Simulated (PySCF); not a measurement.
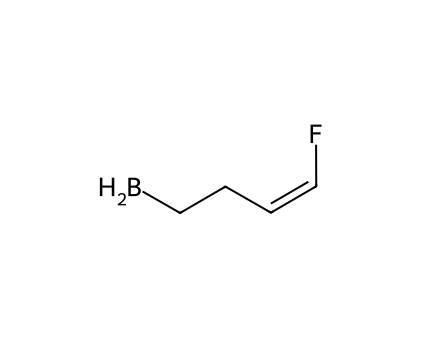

Computed geometry: GFN2-xTB optimisation. No frequency run is at hand to confirm it as a minimum. Properties computed with PBE0/def2-SVPD, gas phase (PySCF 2.14.0). Excitations: vertical, linear response.

> Give the lowest vertical singlet excitation at this level.

4.93 eV.

> What is the HOMO–LUMO gap?

5.89 eV.

> Give the mean static polarisability at this level.

64.3 bohr³.

> Estimate the HOMO energy (Kohn–Sham orbital).

−7.32 eV.

The geometry is semi-empirical. Around B such bond lengths and angles can be off by a tenth of an ångström or more and by several degrees, and values that hang on the shape move with them.
